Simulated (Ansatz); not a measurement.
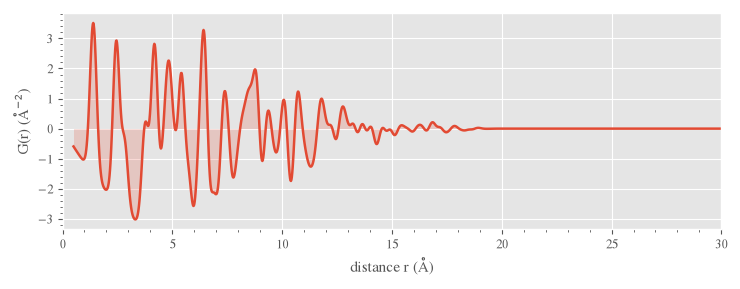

Simulated X-ray pair distribution function, G(r) = R(r)/r − 4πρ₀r, summed over the atomic distances of the structure with each pair weighted by the product of the atomic numbers (X-ray weights at Q = 0); every distance is a Gaussian of σ = 0.15 Å, for spherical particles of C with the bulk structure: the bulk G(r) is multiplied by the envelope of a sphere of diameter D, 1 − 3r/2D + r³/2D³, with no surface relaxation. The number density is 0.098 atoms per Å³. It is based on coordinates from a relaxation at fixed volume with Ansatz, DFT r2SCAN, scalar-relativistic, plane waves, PAW.

Q: How large are the particles?

A: About 20 Å (2.0 nm): the signal vanishes at r = D, fading from view somewhat earlier.

Q: Roughly how many atoms does one particle hold?

A: About 410 (number density 0.098 Å⁻³ times πD³/6).
